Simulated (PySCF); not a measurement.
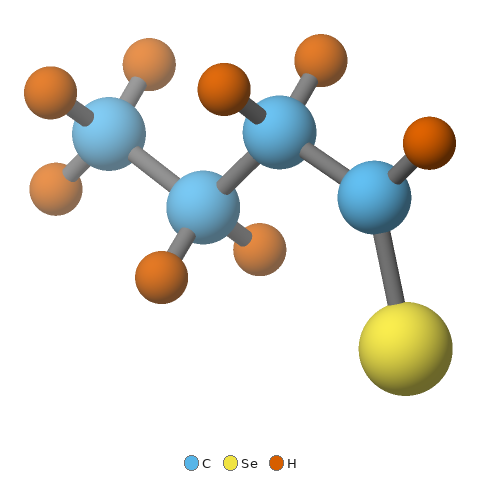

Structure of C₄H₈Se, SMILES CCCC=[Se].

Vertical TDDFT excitations, PBE0/def2-SVPD in PySCF 2.14.0, at a GFN2-xTB geometry (no frequency check), gas phase.

### Predict the low-lying singlet excitations and the spectrum.

The lowest singlet lies at 2.12 eV (585 nm, f = 0.000); the brightest of the first 6 is S2 at 5.40 eV (230 nm), f = 0.199, mainly HOMO−1 → LUMO (89 %). 1 singlet level lies below 3.1 eV (beyond 400 nm), with f below 0.001, so absorption there is weak.


| state | E (eV) | λ (nm) | f | main character |
| --- | --- | --- | --- | --- |
| S1 | 2.12 | 585 | 0.000 | HOMO → LUMO (100 %) |
| S2 | 5.40 | 230 | 0.199 | HOMO−1 → LUMO (89 %) |
| S3 | 5.62 | 221 | 0.082 | HOMO → LUMO+1 (81 %) |
| S4 | 5.70 | 217 | 0.000 | HOMO−2 → LUMO (92 %) |
| S5 | 5.77 | 215 | 0.038 | HOMO → LUMO+2 (79 %) |
| S6 | 6.24 | 199 | 0.004 | HOMO−3 → LUMO (98 %) |

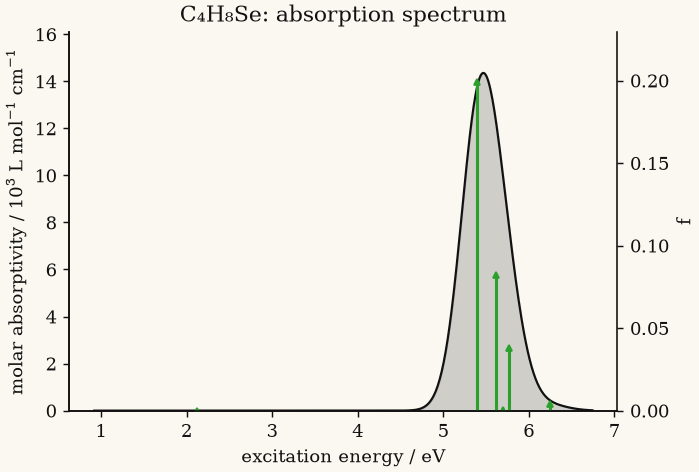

Only the first 6 singlet excitations are included; each is broadened by a Gaussian of 1/e half-width 0.30 eV. Sticks give oscillator strengths (right axis).

Known limits of this run: states above the negative HOMO energy depend on the basis; the tight-binding geometry is rougher than a DFT one and adds to the error; spin-orbit coupling is left out, and with Se it can shift these levels and split any degenerate set; one conformer of a flexible molecule; core orbitals are frozen in the response.
